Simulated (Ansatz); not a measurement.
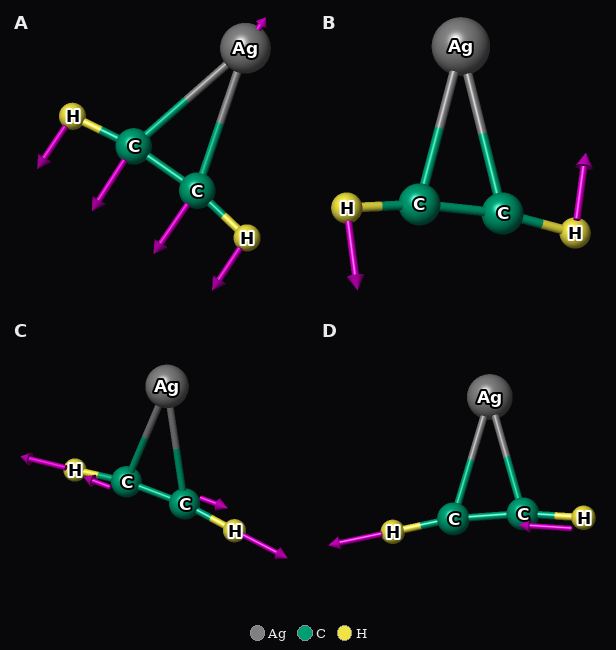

4 normal modes of one molecule or complex, as arrows. The species has charge +1 and is a spin singlet. Harmonic vibrations computed with RKS PBE0-D4/def2-TZVP, core potentials on Ag (Ansatz 0.2.0) at a stationary point of the same level.

> Match the panels to the wavenumbers 262 cm⁻¹, 713 cm⁻¹, 1990 cm⁻¹, 3341 cm⁻¹.

A: 262 cm⁻¹, in-phase stretching of 2 C–Ag bonds
B: 713 cm⁻¹, Ag–C–H bending
C: 1990 cm⁻¹, C–C stretching
D: 3341 cm⁻¹, out-of-phase stretching of 2 C–H bonds
